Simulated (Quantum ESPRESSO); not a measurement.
# 2H-MoTe2, 1 layer, stepped through biaxial strain, part 4 of 7

What law, if any, do the results for 2H-MoTe2, 1 layer follow against biaxial strain?

Quantum ESPRESSO 7.5; plane-wave DFT, PBE, GBRV ultrasoft pseudopotentials.

So far. Step 3 (Relaxation with pw.x, -4 %): The relaxation lowers the energy by 15 meV an atom. Step 6 (Bands along a path, -4 %): Along this path the valence top lies at M and the conduction bottom between K and Γ. The valence levels at M and K lie only 0.00 eV apart, so strain, functional or spin-orbit coupling can change their order; in real monolayers of this family spin-orbit coupling lifts K.

**7. SCF with pw.x, -4 %**

Level of this step: plane-wave DFT, PBE, PseudoDojo fully relativistic norm-conserving pseudopotentials (Quantum ESPRESSO 7.5).

The input, m0.soc.in:

```
&control
  prefix = 'm0.soc'
  outdir = './out'
  pseudo_dir = './pseudo'
  calculation = 'scf'
  tprnfor = .true.
/
&system
  ibrav = 0
  nat = 3
  ntyp = 2
  ecutwfc = 72
  ecutrho = 288
  occupations = 'smearing'
  smearing = 'fd'
  degauss = 0.002
  noncolin = .true.
  lspinorb = .true.
  nbnd = 52
/
&electrons
  conv_thr = 1e-07
  mixing_beta = 0.4
  electron_maxstep = 120
  mixing_mode = 'plain'
/
ATOMIC_SPECIES
  Te  127.6000  Te.dojo-fr-pbe-0.4-standard.upf
  Mo  95.9500  Mo.dojo-fr-pbe-0.4-standard.upf
CELL_PARAMETERS angstrom
  3.42375696288000 0.00000000000000 0.00000000000000
  -1.71187848096000 2.96506050624000 0.00000000000000
  0.00000000000000 0.00000000000000 18.77410263100000
ATOMIC_POSITIONS crystal
  Te  0.333333333300 0.666666666700 0.400442583000
  Mo  0.000000000000 0.000000000000 0.500000000000
  Te  0.333333333300 0.666666666700 0.599557417000
K_POINTS automatic
  6 6 1 0 0 0
```

Started as:

```console
> OMP_NUM_THREADS=1 mpirun -n 4 pw.x -nk 2 -in m0.soc.in > m0.soc.out
```

Log:

```text
[banner, memory and clock lines left out]
Program PWSCF v.7.5 starts
[citation notice left out]

[...]
Message from routine setup:
[...]
bravais-lattice index     =            0
     lattice parameter (alat)  =       6.4700  a.u.
     unit-cell volume          =    1286.1519 (a.u.)^3
     number of atoms/cell      =            3
     number of atomic types    =            2
     number of electrons       =        46.00
     number of Kohn-Sham states=           52
     kinetic-energy cutoff     =      72.0000  Ry
     charge density cutoff     =     288.0000  Ry
     scf convergence threshold =      1.0E-07
     mixing beta               =       0.4000
     number of iterations used =            8  plain     mixing
     Exchange-correlation= PBE
                           (   1   4   3   4   0   0   0)
     Non magnetic calculation with spin-orbit

[...]
PseudoPot. # 1 for Te read from file:
     ./pseudo/Te.dojo-fr-pbe-0.4-standard.upf
     Pseudo is Norm-conserving + core correction, Zval = 16.0
     Generated using ONCVPSP code by D. R. Hamann
     Using radial grid of 1324 points, 10 beta functions with:
                l(1) =   0
                l(2) =   0
                l(3) =   1
                l(4) =   1
                l(5) =   1
                l(6) =   1
                l(7) =   2
                l(8) =   2
                l(9) =   2
               l(10) =   2

     PseudoPot. # 2 for Mo read from file:
     ./pseudo/Mo.dojo-fr-pbe-0.4-standard.upf
     Pseudo is Norm-conserving + core correction, Zval = 14.0
     Generated using ONCVPSP code by D. R. Hamann
     Using radial grid of 1640 points, 10 beta functions with:
                l(1) =   0
                l(2) =   0
                l(3) =   1
                l(4) =   1
                l(5) =   1
                l(6) =   1
                l(7) =   2
                l(8) =   2
                l(9) =   2
               l(10) =   2

     atomic species   valence    mass     pseudopotential
     Te               16.00   127.60000     Te( 1.00)
     Mo               14.00    95.95000     Mo( 1.00)

     12 Sym. Ops. (no inversion) found

[...]
number of k points=     7  Fermi-Dirac smearing, width (Ry)=  0.0020
[...]
Dense  grid:   106301 G-vectors     FFT dimensions: (  36,  36, 192)

     Initial potential from superposition of free atoms

     starting charge      45.9981, renormalised to      46.0000

     negative rho (up, down):  6.163E-05 0.000E+00
     Starting wfcs are   56 randomized atomic wfcs

     per-process dynamical memory:   115.0 Mb

     Self-consistent Calculation

     iteration #  1     ecut=    72.00 Ry     beta= 0.40
     Davidson diagonalization with overlap
     ethr =  1.00E-02,  avg # of iterations =  2.0

     Threshold (ethr) on eigenvalues was too large:
     Diagonalizing with lowered threshold

     Davidson diagonalization with overlap
     ethr =  2.52E-04,  avg # of iterations =  3.4

     negative rho (up, down):  3.327E-05 0.000E+00

     total energy              =    -559.81013364 Ry
     estimated scf accuracy    <       0.15295379 Ry

     iteration #  2     ecut=    72.00 Ry     beta= 0.40
[...]
negative rho (up, down):  2.226E-05 0.000E+00

[...]
total energy              =    -559.81514804 Ry
     estimated scf accuracy    <       0.06725838 Ry

     iteration #  3     ecut=    72.00 Ry     beta= 0.40
[...]
negative rho (up, down):  1.266E-05 0.000E+00

[...]
total energy              =    -559.82465462 Ry
     estimated scf accuracy    <       0.09424172 Ry

     iteration #  4     ecut=    72.00 Ry     beta= 0.40
[...]
negative rho (up, down):  1.705E-06 0.000E+00

[...]
total energy              =    -559.83332383 Ry
     estimated scf accuracy    <       0.00175305 Ry

     iteration #  5     ecut=    72.00 Ry     beta= 0.40
[...]
negative rho (up, down):  7.883E-07 0.000E+00

[...]
total energy              =    -559.83359277 Ry
     estimated scf accuracy    <       0.00228524 Ry

     iteration #  6     ecut=    72.00 Ry     beta= 0.40
[...]
negative rho (up, down):  2.937E-08 0.000E+00

[...]
total energy              =    -559.83393141 Ry
     estimated scf accuracy    <       0.00012108 Ry

     iteration #  7     ecut=    72.00 Ry     beta= 0.40
[...]
total energy              =    -559.83393935 Ry
     estimated scf accuracy    <       0.00003187 Ry

     iteration #  8     ecut=    72.00 Ry     beta= 0.40
[...]
total energy              =    -559.83394161 Ry
     estimated scf accuracy    <       0.00000138 Ry

     iteration #  9     ecut=    72.00 Ry     beta= 0.40
[...]
total energy              =    -559.83394201 Ry
     estimated scf accuracy    <       0.00000331 Ry

     iteration # 10     ecut=    72.00 Ry     beta= 0.40
[...]
End of self-consistent calculation

          k = 0.0000 0.0000 0.0000 ( 13301 PWs)   bands (ev):

   -58.4830 -58.4830 -35.3260 -35.3260 -35.3230 -35.3230 -35.2739 -35.2739
   -35.2670 -35.2670 -34.2958 -34.2958 -33.8734 -33.8734 -33.8572 -33.8572
   -33.8287 -33.8287 -33.8187 -33.8187 -33.8022 -33.8022 -33.7915 -33.7915
   -31.8495 -31.8495 -31.6847 -31.6847 -10.8140 -10.8140  -9.9800  -9.9800
    -3.1104  -3.1104  -0.2058  -0.2058   0.7347   0.7347   0.7496   0.7496
     1.1383   1.1383   1.4926   1.4926   1.6171   1.6171   5.1939   5.1939
     5.4371   5.4371   5.9129   5.9133

          k = 0.0000 0.1925 0.0000 ( 13277 PWs)   bands (ev):

   -58.4796 -58.4796 -35.3234 -35.3234 -35.3217 -35.3217 -35.2724 -35.2724
   -35.2679 -35.2679 -34.3185 -34.3185 -33.8718 -33.8718 -33.8582 -33.8582
   -33.8272 -33.8272 -33.8146 -33.8146 -33.8002 -33.8002 -33.7797 -33.7797
   -31.8503 -31.8503 -31.7128 -31.7128 -10.3916 -10.3916  -9.6684  -9.6684
    -2.6642  -2.6642  -0.5665  -0.5665  -0.1112  -0.1112   0.9029   0.9029
     1.0392   1.0392   1.2871   1.2871   1.3852   1.3852   4.0522   4.0522
     4.4205   4.4205   5.0607   5.0607

[...]
the Fermi energy is     2.7192 ev

!    total energy              =    -559.83394223 Ry
     estimated scf accuracy    <       0.00000005 Ry
     smearing contrib. (-TS)   =      -0.00000000 Ry
     internal energy E=F+TS    =    -559.83394223 Ry

     The total energy is F=E-TS. E is the sum of the following terms:
     one-electron contribution =   -2294.83955079 Ry
     hartree contribution      =    1150.01667050 Ry
     xc contribution           =    -119.21117961 Ry
     ewald contribution        =     704.20011768 Ry

     convergence has been achieved in  10 iterations

     Forces acting on atoms (cartesian axes, Ry/au):

     atom    1 type  1   force =     0.00000000    0.00000000    0.00154654
     atom    2 type  2   force =    -0.00000000   -0.00000000    0.00000000
     atom    3 type  1   force =     0.00000000    0.00000000   -0.00154654

     Total force =     0.002187     Total SCF correction =     0.001651
     SCF correction compared to forces is large: reduce conv_thr to get better values

[...]
```

The job ended after 63 s (4 MPI ranks of Arm Neoverse V1, shared host; peak memory 0.85 GiB; 4.2 min of CPU time).

This step gave:

```
free energy                          : -7616.9288 eV
Fermi energy                         : 2.719 eV
valence top, on the run's zero       : 2.244 eV
conduction bottom, on the run's zero : 3.221 eV
gap by band count                    : 0.9777 eV
```

**8. Band structure, -4 %**

The input, m0.soc.bands.in:

```
&control
  prefix = 'm0.soc.bands'
  outdir = './out'
  pseudo_dir = './pseudo'
  calculation = 'bands'
/
&system
  ibrav = 0
  nat = 3
  ntyp = 2
  ecutwfc = 72
  ecutrho = 288
  occupations = 'smearing'
  smearing = 'fd'
  degauss = 0.002
  noncolin = .true.
  lspinorb = .true.
  nbnd = 52
/
&electrons
  conv_thr = 1e-07
  mixing_beta = 0.4
  electron_maxstep = 120
  mixing_mode = 'plain'
/
ATOMIC_SPECIES
  Te  127.6000  Te.dojo-fr-pbe-0.4-standard.upf
  Mo  95.9500  Mo.dojo-fr-pbe-0.4-standard.upf
CELL_PARAMETERS angstrom
  3.42375696288000 0.00000000000000 0.00000000000000
  -1.71187848096000 2.96506050624000 0.00000000000000
  0.00000000000000 0.00000000000000 18.77410263100000
ATOMIC_POSITIONS crystal
  Te  0.333333333300 0.666666666700 0.400442583000
  Mo  0.000000000000 0.000000000000 0.500000000000
  Te  0.333333333300 0.666666666700 0.599557417000
K_POINTS crystal_b
4
  0.0000000000 0.0000000000 0.0000000000 10
  0.5000000000 0.0000000000 0.0000000000 10
  0.3333333333 0.3333333333 0.0000000000 10
  0.0000000000 0.0000000000 0.0000000000 1
```

Started as:

```console
> cp -r out/m0.soc.save out/m0.soc.bands.save
> cp out/m0.soc.xml out/m0.soc.bands.xml
> OMP_NUM_THREADS=1 mpirun -n 4 pw.x -nk 4 -in m0.soc.bands.in > m0.soc.bands.out
```

Log:

```text
[banner, memory and clock lines left out]
Program PWSCF v.7.5 starts
[citation notice left out]

[...]
Message from routine setup:
[...]
bravais-lattice index     =            0
     lattice parameter (alat)  =       6.4700  a.u.
     unit-cell volume          =    1286.1519 (a.u.)^3
     number of atoms/cell      =            3
     number of atomic types    =            2
     number of electrons       =        46.00
     number of Kohn-Sham states=           52
     kinetic-energy cutoff     =      72.0000  Ry
     charge density cutoff     =     288.0000  Ry
     Exchange-correlation= PBE
                           (   1   4   3   4   0   0   0)
     Non magnetic calculation with spin-orbit

[...]
PseudoPot. # 1 for Te read from file:
     ./pseudo/Te.dojo-fr-pbe-0.4-standard.upf
     Pseudo is Norm-conserving + core correction, Zval = 16.0
     Generated using ONCVPSP code by D. R. Hamann
     Using radial grid of 1324 points, 10 beta functions with:
                l(1) =   0
                l(2) =   0
                l(3) =   1
                l(4) =   1
                l(5) =   1
                l(6) =   1
                l(7) =   2
                l(8) =   2
                l(9) =   2
               l(10) =   2

     PseudoPot. # 2 for Mo read from file:
     ./pseudo/Mo.dojo-fr-pbe-0.4-standard.upf
     Pseudo is Norm-conserving + core correction, Zval = 14.0
     Generated using ONCVPSP code by D. R. Hamann
     Using radial grid of 1640 points, 10 beta functions with:
                l(1) =   0
                l(2) =   0
                l(3) =   1
                l(4) =   1
                l(5) =   1
                l(6) =   1
                l(7) =   2
                l(8) =   2
                l(9) =   2
               l(10) =   2

     atomic species   valence    mass     pseudopotential
     Te               16.00   127.60000     Te( 1.00)
     Mo               14.00    95.95000     Mo( 1.00)

     12 Sym. Ops. (no inversion) found

[...]
number of k points=    31  Fermi-Dirac smearing, width (Ry)=  0.0020
[...]
Dense  grid:   106301 G-vectors     FFT dimensions: (  36,  36, 192)

     The potential is recalculated from file :
     ./out/m0.soc.bands.save/charge-density

     Starting wfcs are   56 randomized atomic wfcs

     Band Structure Calculation
     Davidson diagonalization with overlap

     ethr =  2.17E-10,  avg # of iterations = 31.6

     End of band structure calculation

          k = 0.0000 0.0000 0.0000 ( 13301 PWs)   bands (ev):

   -58.4776 -58.4776 -35.3255 -35.3255 -35.3225 -35.3225 -35.2734 -35.2734
   -35.2665 -35.2665 -34.2909 -34.2909 -33.8729 -33.8729 -33.8566 -33.8566
   -33.8282 -33.8282 -33.8183 -33.8183 -33.8017 -33.8017 -33.7909 -33.7909
   -31.8444 -31.8444 -31.6795 -31.6795 -10.8127 -10.8127  -9.9791  -9.9791
    -3.1087  -3.1087  -0.2050  -0.2050   0.7385   0.7385   0.7530   0.7530
     1.1414   1.1414   1.4958   1.4958   1.6207   1.6207   5.1955   5.1955
     5.4386   5.4386   5.9137   5.9137

          k = 0.0500 0.0289 0.0000 ( 13251 PWs)   bands (ev):

   -58.4772 -58.4772 -35.3253 -35.3253 -35.3224 -35.3224 -35.2733 -35.2733
   -35.2666 -35.2666 -34.2932 -34.2932 -33.8728 -33.8728 -33.8569 -33.8569
   -33.8277 -33.8277 -33.8178 -33.8178 -33.8015 -33.8015 -33.7898 -33.7898
   -31.8444 -31.8444 -31.6823 -31.6823 -10.7738 -10.7738  -9.9504  -9.9504
    -3.0656  -3.0656  -0.2378  -0.2378   0.6599   0.6599   0.7753   0.7753
     1.1399   1.1399   1.4764   1.4764   1.5985   1.5985   5.1146   5.1146
     5.2696   5.2696   5.8211   5.8211

[...]
```

Elapsed: 2.2 min, on 4 MPI ranks; peak memory 0.9 GiB; 8.9 min of CPU time.

Read from the output:

```
valence top, on the run's zero       : 2.247 eV
conduction bottom, on the run's zero : 3.192 eV
gap by band count                    : 0.9446 eV
```

Band numbers count within the set of bands kept for display. Electronic bands along the path, in eV, zero at the highest filled level of the SCF mesh; v1 is the highest filled band, c1 the lowest empty one:

```
point     v4     v3     v2     v1    c1    c2    c3    c4
    Γ  -0.75  -0.75  -0.62  -0.62  2.95  2.95  3.19  3.19
    M  -0.96  -0.96  -0.08  -0.08  1.60  1.60  1.72  1.72
    K  -2.10  -2.07  -0.20   0.00  1.28  1.30  1.43  1.53
    Γ  -0.75  -0.75  -0.62  -0.62  2.95  2.95  3.19  3.19
```

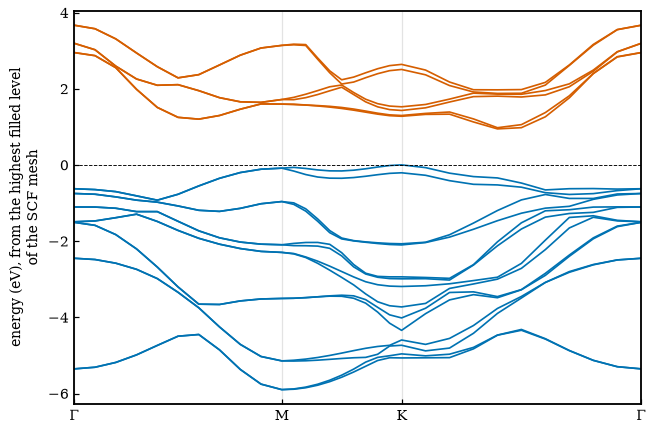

Electronic bands along the path; lines of filled and empty bands in two colours.

Along this path the valence top lies at K and the conduction bottom between K and Γ.

(Continued in part 5 of 7.)

[Logs are printed without paths, hosts, clocks, repeated set-up lines and the standing remarks that a program may print on its own settings, such as how far it seeks lower states.]

[Hosts, paths, dates, database ids (printed as entryN), source tags and the programs' standing remarks are cut or masked in the printed files.]

[Maps of the electrostatic potential energy from Ansatz leave out the sawtooth potential of an applied field or a dipole correction, so their vacuum need not be flat; planar profiles and work functions include it.]
